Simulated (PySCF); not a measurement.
SMILES [N]=B (HBN), doublet at its B3LYP/def2-SVP optimised geometry (Å):

```
3

B      0.0623     0.0000     0.0000
N     -1.2458     0.0000    -0.0001
H      1.2458     0.0000     0.0000
```

Calculation: unrestricted B3LYP/def2-TZVP run with PySCF.

Map of the electrostatic potential (hartree/e), clipped to [-0.08, 0.12] on the plane z = 0.8 Å:

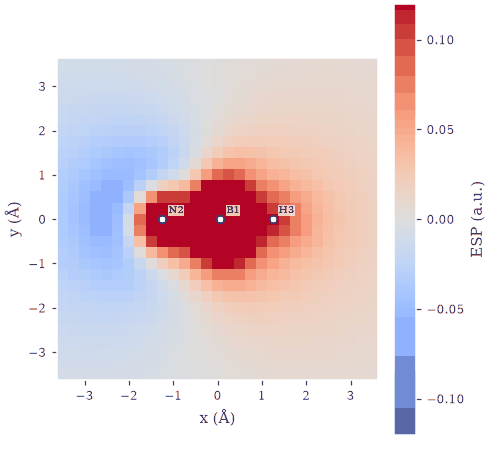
Figure. Electrostatic potential (hartree/e), clipped to [-0.08, 0.12] on the plane z = 0.8 Å.
